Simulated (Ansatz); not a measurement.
# Phonon transport in CeO2 (Fm-3m)

Wanted: κ(T), lifetimes and mean free paths for CeO2.

Experimental results on record:
- thermal conductivity 10.8 W/m/K near room temperature (given in “Predicting the lattice thermal conductivity of solids by solving the Boltzmann transport equation: AFLOW - AAPL an automated, accurate and efficient framework”, 2017, arXiv:1611.05481)

Main program and level: Ansatz 0.2.0; DFT PBEsol, scalar-relativistic, plane waves, PAW; PAW set soft_1.

### 1. The starting structure

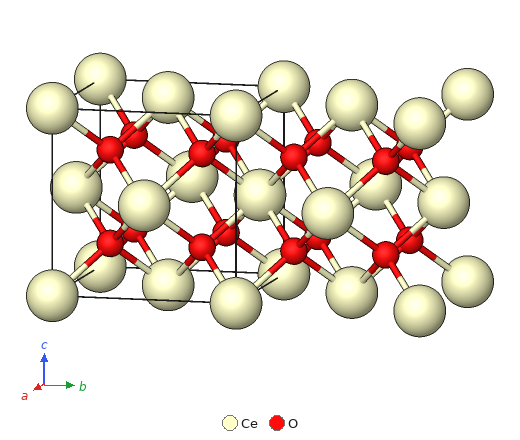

Start, viewed slightly off an axis; cerium light yellow, oxygen red. 1×2×1 cells are drawn. This picture shows the conventional cell, with its axes. Some periodic images of atoms are drawn too.

### 2. Probe on a coarse mesh

Before spending time, one coarse run tells the gap and the pressure of the starting cell.

Contents of input.yaml:

```yaml
crystal:
  lattice:
    - [0.0, 2.70365, 2.70365]
    - [2.70365, 0.0, 2.70365]
    - [2.70365, 2.70365, 0.0]
  atoms:
    - { symbol: Ce, position: [0.0, 0.0, 0.0] }
    - { symbol: O, position: [0.25, 0.25, 0.25] }
    - { symbol: O, position: [0.75, 0.75, 0.75] }
kpoints:
  mp_grid: { grid: [6, 6, 6] }
hamiltonian:
  xc: pbesol
  pseudopotentials: { kind: paw, azcp: { folder: soft_1 }, xc_functional: pbe }
scf:
  occupations: { method: gaussian, width: 0.1 }
  lower_state_search: "off"
output:
  forces: true
  stress: true
  eigenvalues: true
```

On the command line:

```
$ ansatz run input.yaml --threads 18 --pin off --max-ram 92160MiB --backend cuda --events-out ev --progress --plain --runs-dir out --max-vram 78GiB
```

Numbers of over 12 decimals in the logs are rounded to 6 here.

Log:

```text
band count auto-derived: 22 (N_el = 24.0; filled up to band 12; 16 by the electrons, moments and atoms)
Engine: ansatz 0.2.0, aarch64-unknown-linux-gnu
Pseudopotentials: kind: paw
Pseudopotential: Ce, paw, valence charge 12, recommended cutoff 420 eV (normal), soft_1/Ce.paw.azcp
Pseudopotential: O, paw, valence charge 6, recommended cutoff 420 eV (normal), soft_1/O.paw.azcp
Functional definition: PBEsol
  exchange = pbesol_x
  correlation = pbesol_c
device memory: the entry about to start is reckoned to put 0.8 GiB on a device that reports 105.0 GiB free (of which the cap on the GPU budget leaves the run 78.0 GiB)
GPU FFT provider: cuFFT
GPU libraries: cuBLAS 13.8.1, cuFFT 12.4.0, cuSOLVER 12.3.2
GPU matrix products: emulated (plane waves: as basis.precision tells), large ones in fixed point in workspaces of 1.00 GiB
Crystal: 3 atoms, lattice volume = 39.526 Å³
Basis set: ecut = 420 eV, 749 PW (Γ), exchange–correlation on 54×54×54 points (8 copies of the dense FFT grid, shifted against one another)
Bands: 22, of which v1, the nominal top of the filled ones, is band 12 counted from 1 (11 counted from 0)
Symmetry: 48 space group operations
Space group: Fm-3m (ITA 225), of the structure as read, at distance tolerance 3.4e-5 Å
k-points: 16 of 216
Non-local potential: Ce, projectors of the file, l = 0: 3, l = 1: 2, l = 2: 2, l = 3: 3
Non-local potential: O, projectors of the file, l = 0: 2, l = 1: 2, l = 2: 1
PAW form: soft (Blöchl's): semilocal exchange-correlation on the pseudo side does not see the compensation charge
PAW frozen core: Ce, regenerated for the run's functional, and the local potential with it (the file was generated under x = pbe(κ = 0.804, μ = 0.219515), c = pbe(β = 0.066725))
PAW frozen core: O, regenerated for the run's functional, and the local potential with it (the file was generated under x = pbe(κ = 0.804, μ = 0.219515), c = pbe(β = 0.066725))
PAW one-centre angular grid: Ce, 590 points (default); XC on 64 Gauss nodes
PAW one-centre angular grid: O, 110 points (default); XC on 64 Gauss nodes
Initial density: superposition of atomic densities (chi_scale 0.1, normalization cell, long waves kept (reshape's long-wave potential 0.00 eV rms))
Initial wavefunctions: pseudopotential atomic-orbital guess
GPU buffer pool allocated for 19683 grid points (all kernels)
GPU transforms: local potential and band sums: pruned to the plane-wave sphere, on 25×25×25
Functional: x = pbesol(κ = 0.804, μ = 0.123457), c = pbesol(β = 0.046)
SCF iter   1: F=—  HF=-7612.246835 eV  |F-HF|=—  |Δ(HF+E_count)|=         —  Δρ=5.48e-2  dr2=8.32e-1  ethr=3.10e-3  ⟨swp⟩=5.0  Hψ=1403  notcnv=0
preconditioner: auto → none  [insulator: Δε(μ)=1.984 eV  Ē_g=11.846 eV  σ=0.100 eV  W_gap=1.00  n_scr=14 (ndim 8)  ℏωp=27.7 eV  f_vac=0.000  D(μ)=0.00/eV (n_scr^D=0)  ε∞_Penn≈6.5]
SCF iter   2: F=—  HF=-7612.111677 eV  |F-HF|=—  |Δ(HF+E_count)|=   1.35e-1  Δρ=2.03e-2  dr2=1.34e-1  ethr=3.10e-3  ⟨swp⟩=2.9  Hψ=673  notcnv=0  defer=47
SCF iter   3: F=—  HF=-7612.118417 eV  |F-HF|=—  |Δ(HF+E_count)|=   6.74e-3  Δρ=5.24e-3  dr2=4.86e-3  ethr=5.60e-4  ⟨swp⟩=3.6  Hψ=630  notcnv=0  defer=48
SCF iter   4: F=—  HF=-7612.119541 eV  |F-HF|=—  |Δ(HF+E_count)|=   1.12e-3  Δρ=1.23e-3  dr2=6.66e-4  ethr=2.03e-5  ⟨swp⟩=2.0  Hψ=512  notcnv=0  defer=48
SCF iter   5: F=—  HF=-7612.119563 eV  |F-HF|=—  |Δ(HF+E_count)|=   2.21e-5  Δρ=1.12e-4  dr2=6.23e-6  ethr=2.77e-6  ⟨swp⟩=2.7  Hψ=467  notcnv=0  defer=48
SCF iter   6: F=—  HF=-7612.119505 eV  |F-HF|=—  |Δ(HF+E_count)|=   5.87e-5  Δρ=1.07e-5  dr2=1.82e-8  ethr=4.17e-10  ⟨swp⟩=7.8  Hψ=1931  notcnv=0
SCF iter   7: F=-7612.119505 eV  HF=-7612.119505 eV  |F-HF|=1.33e-10  |Δ(HF+E_count)|=   2.27e-9  Δρ=1.04e-6  dr2=8.28e-11  ethr=7.60e-11  ⟨swp⟩=2.1  Hψ=1052  notcnv=0
SCF 1 converged in 7 iterations: F = -7612.119505 eV  dr2 = 8.28e-11
  greatest PAW one-centre occupation: 0.982 electrons in one spin orbital (limit 2), on the Ce atom at site 0 (counted from 0), in its partial waves of l = 0
SCF converged after 7 iterations
Free energy (F): -7612.119505 eV
Harris-Foulkes:  -7612.119505 eV  (|F-HF|=1.33e-10)
Internal energy: -7612.119505 eV  (E = F + TS)
E sigma→0 (E₀):  -7612.119505 eV
Fermi energy:    11.627722 eV
--- Per-component energies (eV) ---
  E_band       = 19.815831
  E_kinetic    = 577.410836
  E_local      = -917.140105  (includes V_loc(G=0)·N_el)
  E_nonlocal   = 204.562496
  E_hartree    = 340.546170
  E_xc         = -290.076545
  E_vxc        = -356.940290  (∫ρ·V_xc dr)
  E_paw        = -5797.104457  (= ΣΔE_a)
  E_vpaw       = -169.171055  (= ΣTr[D̂ρ^β])
  E_aug_tail   = 0.001519  (compensation charges beyond the density's cutoff)
  E_ewald      = -1730.615845
  E_core_change = 0.296425  (= ΣΔE_core)
  E_smearing   = -0.000000  (= −TS)
  E_closure    = 0.000000  (closes the sum)
  Σ components = -7612.119505   (vs F -7612.119505, Δ=0.00e0)
--- Forces (eV/Å), atoms counted from 1 ---
  atom   1  Ce    -0.00000000    -0.00000000    -0.00000000
  atom   2  O     -0.00000000     0.00000000    -0.00000000
  atom   3  O      0.00000000     0.00000000     0.00000000
  max |Σ_I F_I| component: 1.85e-17 eV/Å
--- Stress (GPa, compression-positive) ---
       -0.917638       0.000000       0.000000
       -0.000000      -0.917638       0.000000
       -0.000000      -0.000000      -0.917638
  P = ⅓ Tr σ = -0.9176 GPa (-9.176 kbar)
--- Band table (eV; the first three rows and the last of 16) ---
  k-point 0: bands = [... 8 lower, 6.7598, 10.0670, 10.0670, 10.0670, 12.9839, 12.9839, 12.9839, 13.2585, ... 6 higher]
  k-point 1: bands = [... 8 lower, 7.4445, 9.8324, 9.9721, 9.9721, 12.9550, 12.9550, 12.9863, 13.2895, ... 6 higher]
  k-point 2: bands = [... 8 lower, 8.7439, 9.5669, 9.8711, 9.8711, 12.8804, 12.8804, 12.9392, 12.9912, ... 6 higher]
  k-point 15: bands = [... 8 lower, 9.5521, 9.7307, 9.9255, 10.0302, 12.7527, 12.8364, 12.8371, 13.0018, ... 6 higher]
```

The job ended after 1.8 s (1 × NVIDIA GB200 with 18 threads of Arm Neoverse V2, shared host; peak memory 1 GiB).

This step gave:

```
pressure          : -0.9176 GPa
gap on the k-mesh : 2.071 eV
volume per atom   : 13.18 Å³/atom
```

The start is under -0.92 GPa at this level and looks like an insulator or semiconductor on this mesh.

### 3. Relaxation

The vibrations must be taken about the equilibrium of this functional, not about the starting cell, so the structure is relaxed.

input.yaml, the sections that differ from step 2:

```yaml
kpoints:
  mp_grid: { grid: [10, 10, 10] }
scf:
  occupations: { method: gaussian, width: 0.02 }
  lower_state_search: "off"
relax:
  adjacent_minimum: "off"
  f_tol: 0.005
  max_steps: 80
  cell: { stress_tol: 0.05 }
# crystal, hamiltonian, output: as in step 2
```

Log:

```text
[...]
Crystal: 3 atoms, lattice volume = 39.526 Å³
Basis set: ecut = 420 eV, 749 PW (Γ), exchange–correlation on 54×54×54 points (8 copies of the dense FFT grid, shifted against one another)
Bands: 22, of which v1, the nominal top of the filled ones, is band 12 counted from 1 (11 counted from 0)
Symmetry: 48 space group operations
[...]
k-points: 47 of 1000
[...]
SCF iter   1: F=—  HF=-7612.246741 eV  |F-HF|=—  |Δ(HF+E_count)|=         —  Δρ=5.48e-2  dr2=8.32e-1  ethr=3.10e-3  ⟨swp⟩=5.6  Hψ=4189  notcnv=0
[...]
SCF iter   2: F=—  HF=-7612.111539 eV  |F-HF|=—  |Δ(HF+E_count)|=   1.35e-1  Δρ=2.03e-2  dr2=1.35e-1  ethr=3.10e-3  ⟨swp⟩=2.9  Hψ=1963  notcnv=0  defer=140
[...]
SCF iter   7: F=-7612.119199 eV  HF=-7612.119199 eV  |F-HF|=1.41e-10  |Δ(HF+E_count)|=   3.70e-9  Δρ=1.07e-6  dr2=8.85e-11  ethr=7.16e-11  ⟨swp⟩=2.0  Hψ=3059  notcnv=0
SCF 1 converged in 7 iterations: F = -7612.119199 eV  dr2 = 8.85e-11
[...]
relax step   1: F+E_penalty+E_count = -7612.11919887 eV  Δ(F+E_penalty+E_count) = +0.000e0 eV  max|allowed force component| = 2.005e-17 eV/Å  Δτ_max = 0.0000 Å  P = -0.920 GPa  Ω = 39.526 Å³  (7 SCF iters, dr2 threshold 1.00e-7 eV, accepted)
[...]
Crystal: 3 atoms, lattice volume = 39.204 Å³
[...]
iter 1 solved again at ethr=5.20e-6 eV; its pass at ethr=3.10e-3 eV (dr2=1.25e-3 eV) is discarded
[...]
SCF iter   2: F=—  HF=-7612.121477 eV  |F-HF|=—  |Δ(HF+E_count)|=   1.11e-3  Δρ=4.71e-3  dr2=1.04e-2  ethr=5.00e-6  ⟨swp⟩=2.3  Hψ=1965  notcnv=0  recentre
[...]
SCF iter   5: F=-7612.120194 eV  HF=-7612.120194 eV  |F-HF|=8.05e-10  |Δ(HF+E_count)|=   5.13e-7  Δρ=1.96e-5  dr2=6.54e-8  ethr=1.25e-9  ⟨swp⟩=5.6  Hψ=4314  notcnv=0
SCF 2 converged in 5 iterations: F = -7612.120194 eV  dr2 = 6.54e-8
relax step   2: F+E_penalty+E_count = -7612.12019378 eV  Δ(F+E_penalty+E_count) = -9.949e-4 eV  max|allowed force component| = 1.542e-16 eV/Å  Δτ_max = 0.0000 Å  P = +0.679 GPa  Ω = 39.204 Å³  energy of the carried Pulay correction = +7.402e-4 eV  (5 SCF iters, dr2 threshold 3.00e-7 eV, accepted)
[...]
Crystal: 3 atoms, lattice volume = 39.340 Å³
[...]
SCF iter   4: F=-7612.120164 eV  HF=-7612.120164 eV  |F-HF|=2.24e-8  |Δ(HF+E_count)|=   1.71e-7  Δρ=2.16e-5  dr2=1.57e-7  ethr=1.25e-9  ⟨swp⟩=4.3  Hψ=4178  notcnv=0
SCF 3 converged in 4 iterations: F = -7612.120164 eV  dr2 = 1.57e-7
relax step   3: F+E_penalty+E_count = -7612.12016423 eV  Δ(F+E_penalty+E_count) = +2.956e-5 eV  max|allowed force component| = 1.357e-16 eV/Å  Δτ_max = 0.0000 Å  P = -0.006 GPa  Ω = 39.340 Å³  energy of the carried Pulay correction = +4.266e-4 eV  (4 SCF iters, dr2 threshold 3.00e-7 eV, accepted)
[...]
SCF iter   1: F=—  HF=-7612.119723 eV  |F-HF|=—  |Δ(HF+E_count)|=         —  Δρ=4.79e-5  dr2=2.86e-7  ethr=3.00e-8  ⟨swp⟩=3.3  Hψ=7573  notcnv=0
[...]
SCF iter   2: F=—  HF=-7612.119697 eV  |F-HF|=—  |Δ(HF+E_count)|=   2.58e-5  Δρ=2.60e-5  dr2=2.10e-7  ethr=1.19e-9  ⟨swp⟩=2.0  Hψ=1550  notcnv=0
[...]
SCF iter   6: F=-7612.119697 eV  HF=-7612.119697 eV  |F-HF|=7.28e-12  |Δ(HF+E_count)|=  3.09e-11  Δρ=1.33e-7  dr2=7.76e-12  ethr=1.00e-12  ⟨swp⟩=4.6  Hψ=4317  notcnv=0
SCF 4 converged in 6 iterations: F = -7612.119697 eV  dr2 = 7.76e-12
relax step   4: F+E_penalty+E_count = -7612.11969695 eV  Δ(F+E_penalty+E_count) = +4.673e-4 eV  max|allowed force component| = 1.280e-16 eV/Å  Δτ_max = 0.0000 Å  P = -0.026 GPa  Ω = 39.340 Å³  stress off target by 2.64e-2 GPa  SCF on the basis re-selected at this cell (its energy is not comparable with the rows above)  (6 SCF iters)
basis re-selected at this cell: Δ(F+E_penalty+E_count) = +4.673e-4 eV, ΔP = -0.021 GPa vs the last step (what re-selecting the basis moved, of the pressure what is left beyond the Pulay correction that the steps carried, after the strain that the cell walked since its last selection, with what the two solves' SCF thresholds leave and, on support functions, any second-order correction that the steps lacked; it is no m [...]
SCF converged after 6 iterations
Free energy (F): -7612.119697 eV
[...]
Internal energy: -7612.119697 eV  (E = F + TS)
E sigma→0 (E₀):  -7612.119697 eV
Fermi energy:    11.754547 eV
[...]
--- Stress (GPa, compression-positive) ---
       -0.026367       0.000000      -0.000000
        0.000000      -0.026367       0.000000
       -0.000000       0.000000      -0.026367
  P = ⅓ Tr σ = -0.0264 GPa (-0.264 kbar)
--- Band table (eV; the first three rows and the last of 47) ---
  k-point 0: bands = [... 8 lower, 6.8074, 10.1349, 10.1349, 10.1349, 13.0782, 13.0782, 13.0782, 13.3566, ... 6 higher]
  k-point 1: bands = [... 8 lower, 7.0735, 10.0372, 10.0962, 10.0962, 13.0682, 13.0682, 13.0792, 13.3693, ... 6 higher]
  k-point 2: bands = [... 8 lower, 7.7577, 9.8291, 10.0102, 10.0102, 13.0351, 13.0351, 13.0817, 13.3794, ... 6 higher]
  k-point 46: bands = [... 8 lower, 9.6510, 9.7561, 10.0044, 10.0858, 12.8314, 12.9391, 12.9487, 13.1288, ... 6 higher]
--- Relaxed structure (3 steps of the walk, 3 accepted, 1 SCFs on fresh bases) ---
  F+E_penalty+E_count = -7612.11969695 eV   max|allowed force component| = 1.280e-16 eV/Å   (the final SCF, on the basis selected at the relaxed cell)
  cell:  # Å, volume = 39.3401 Å³
    - [0, 2.699407, 2.699407]
    - [2.699407, 0, 2.699407]
    - [2.699407, 2.699407, 0]
  atoms:
    - { symbol: Ce, position: [0, 0, 0] }
    - { symbol: O, position: [0.25, 0.25, 0.25] }
    - { symbol: O, position: [0.75, 0.75, 0.75] }
```

Elapsed: 6.6 s, on 1 × NVIDIA GB200 with 18 threads; peak memory 1.1 GiB.

The steps of the relaxation:

```tsv
step	energy less that of the first step (eV)	largest force component (eV/Å)	pressure (GPa)	volume (Å³)
1	0.0000	0.0000	-0.92	39.53
2	-0.0010	0.0000	0.68	39.20
3	-0.0010	0.0000	-0.01	39.34
4*	-0.0005	0.0000	-0.03	39.34
```

Relaxation steps marked * repeat the geometry before them on a plane-wave basis chosen anew for their cell, so energy and pressure can jump there.

The run keeps the 48 symmetry operations that it works with, so distortions that break them were not tested.

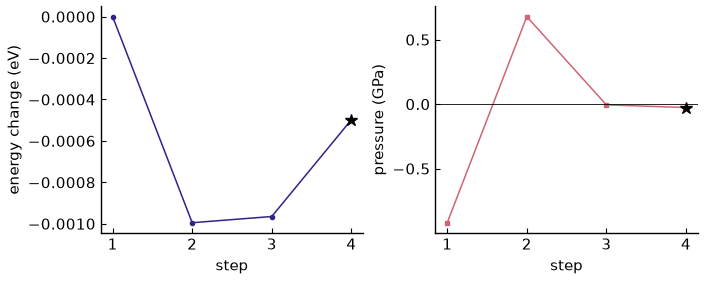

Energy and pressure along the relaxation. Stars mark steps on a basis chosen anew.

```tsv
conventional cell, symmetrised	before	after	change
a (Å)	5.407	5.399	-0.2 %
b (Å)	5.407	5.399	-0.2 %
c (Å)	5.407	5.399	-0.2 %
volume (Å³/atom)	13.18	13.11	-0.5 %
```

The relaxed structure:

```xyz
3
Lattice="0.0000 2.6994 2.6994 2.6994 0.0000 2.6994 2.6994 2.6994 0.0000" Properties=species:S:1:pos:R:3 pbc="T T T"
Ce    0.0000    0.0000    0.0000
O     1.3497    1.3497    1.3497
O     4.0491    4.0491    4.0491
```

This step gave:

```yaml
pressure: -0.02637 GPa
gap_on_the_k_mesh: 1.988 eV
volume_per_atom: 13.11 Å³/atom
```

The cell shrank by 0.5 % in volume.

### 4. Relaxing to small residual forces and stress

The thresholds are tightened for a last relaxation ahead of the phonons, and where mesh or smearing change with them the cell follows.

input.yaml, the sections that differ from step 3:

```yaml
crystal:
  lattice:
    - [0.0, 2.6994069476, 2.6994069476]
    - [2.6994069476, 0.0, 2.6994069476]
    - [2.6994069476, 2.6994069476, 0.0]
  atoms:
    - { symbol: Ce, position: [0.0, 0.0, 0.0] }
    - { symbol: O, position: [0.25, 0.25, 0.25] }
    - { symbol: O, position: [0.75, 0.75, 0.75] }
kpoints:
  mp_grid: { grid: [12, 12, 12] }
scf:
  occupations: { method: fixed }
  lower_state_search: "off"
relax:
  adjacent_minimum: "off"
  f_tol: 0.001
  max_steps: 60
  cell: { stress_tol: 0.01 }
# hamiltonian, output: as in step 3
```

Log:

```text
[...]
Crystal: 3 atoms, lattice volume = 39.340 Å³
Basis set: ecut = 420 eV, 749 PW (Γ), exchange–correlation on 54×54×54 points (8 copies of the dense FFT grid, shifted against one another)
Bands: 16, of which v1, the nominal top of the filled ones, is band 12 counted from 1 (11 counted from 0)
Symmetry: 48 space group operations
[...]
k-point 71: bands = [... 8 lower, 9.6995, 9.6995, 10.0166, 10.0787, 12.8262, 12.9535, 12.9535, 13.2006]
--- Relaxed structure (3 steps of the walk, 3 accepted, 1 SCFs on fresh bases) ---
[...]
cell:  # Å, volume = 39.3348 Å³
    - [0, 2.699287, 2.699287]
    - [2.699287, 0, 2.699287]
    - [2.699287, 2.699287, 0]
  atoms:
    - { symbol: Ce, position: [0, 0, 0] }
    - { symbol: O, position: [0.25, 0.25, 0.25] }
    - { symbol: O, position: [0.75, 0.75, 0.75] }
[key lines of the parts left out:]
SCF converged after 5 iterations
Free energy (F): -7612.119748 eV
Fermi energy:    10.782634 eV
P = ⅓ Tr σ = -0.0006 GPa (-0.006 kbar)
```

Run time: 6.9 s. Hardware: 1 × NVIDIA GB200 with 18 threads; peak memory 1 GiB.

Little changed from the start: no atom moved by 0.005 Å and no cell edge by 0.1 %.

This step gave:

| Property | Result |
| --- | --- |
| pressure | -5.51e-4 GPa |
| gap on the k-mesh | 1.968 eV |

The residual pressure is -5.5e-4 GPa, small enough for phonons.

### 5. An input with a fault

This input was changed on purpose, to see how the program answers.

Contents of input.yaml:

```yaml
crystal:
  lattice:
    - [0.0, 2.6992869242, 2.6992869242]
    - [2.6992869242, 0.0, 2.6992869242]
    - [2.6992869242, 2.6992869242, 0.0]
  atoms:
    - { symbol: Ce, position: [0.0, 0.0, 0.0] }
    - { symbol: O, position: [0.25, 0.25, 0.25] }
    - { symbol: O, position: [0.75, 0.75, 0.75] }
kpoints:
  mp_grid: { grid: [8, 8, 8] }
hamiltonian:
  xc: pbesol
  pseudopotentials: { kind: paw, azcp: { folder: soft_1 }, xc_functional: pbe }
scf:
  occupations: { method: fixed }
  lower_state_search: "off"
  max_iter: 80
output:
  eigenvalues: true
phonons:
  supercell: [2, 2, 2]
  dielectric: false
  third_order: { supercell: [2, 2, 2], pair_cutoff: 2.488 }
  lattice_thermal_conductivity:
    qmesh: [11, 11, 11]
    temperatures: [300]
    isotope_mass_variance: [{ species: O, variance: 3.359e-05 }]
```

Log:

```text
Error: invalid value for `phonons.lattice_thermal_conductivity.isotope_mass_variance`: Ce has no entry — state its isotope mass variance, 0 for a single isotope: `- { species: Ce, variance: <g> }`
```

It took 0.03 s on 18 threads; peak memory 0.035 GiB.

The program refused the input before any cycle.

The program's message: “Error: invalid value for `phonons.lattice_thermal_conductivity.isotope_mass_variance`: Ce has no entry — state its isotope mass variance, 0 for a single isotope: `- { species: Ce, variance: <g> }`”

The fault put into the input: no isotope entry for a species.

[end of part 1 of 2]

[Logs are printed without paths, hosts, clocks, repeated set-up lines and the standing remarks that a program may print on its own settings, such as how far it seeks lower states.]

[Hosts, paths, dates, database ids (printed as entryN), source tags and the programs' standing remarks are cut or masked in the printed files.]

[A step with changed settings may run another functional than the one named; its input shows which.]
